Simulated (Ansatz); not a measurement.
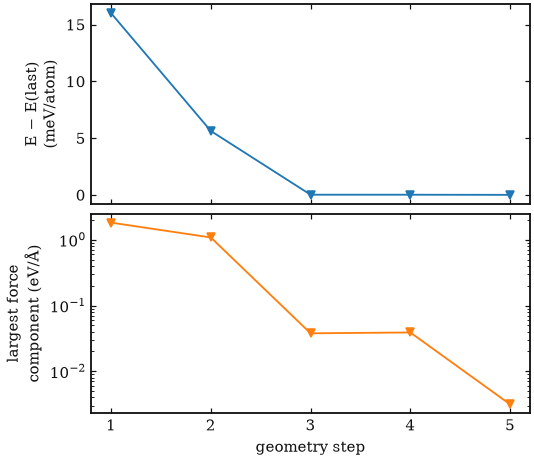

Source: calculation with Ansatz.

History of a geometry optimisation. Only the atoms move.

```
crystal:
  lattice:
    - [15.0, 0.0, 0.0]
    - [0.0, 15.5, 0.0]
    - [0.0, 0.0, 16.0]
  atoms:
    - { symbol: C, position: [0.5011452656, 0.4994289404, 0.4672860721] }
    - { symbol: F, position: [0.5678287718, 0.5013349585, 0.5147191028] }
    - { symbol: F, position: [0.4310259626, 0.4992361011, 0.5179948251] }
  symmetry: { detect: false }
basis:
  ecutwfc: 500
kpoints:
  mp_grid: { grid: [1, 1, 1] }
hamiltonian:
  xc: r2scan
scf:
  occupations: { method: gaussian, width: 0.005 }
output:
  forces: true
  eigenvalues: true
relax:
  adjacent_minimum: "off"
  f_tol: 0.01
  max_steps: 80
```

### How did it end, and what did it gain?

The optimisation met its thresholds at geometry 5, counting the start as the first. The energy fell by about 16 meV/atom from the first step to the last. The largest force component goes from about 1.8 eV/Å at the start to 3 × 10⁻³ eV/Å at the end.
